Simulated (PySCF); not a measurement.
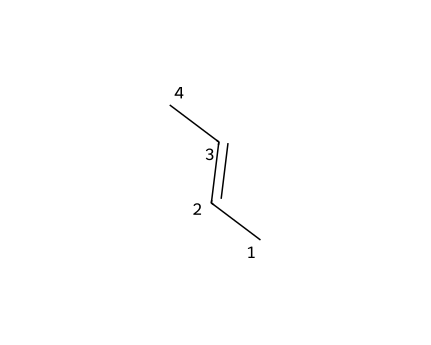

A structural formula, with wedges where it has stereocentres; small numbers name the atoms. The configuration is that of a computed structure (PBE0-D3(BJ)/def2-SVP).

> Give the R/S and E/Z labels.

C2=C3: E.
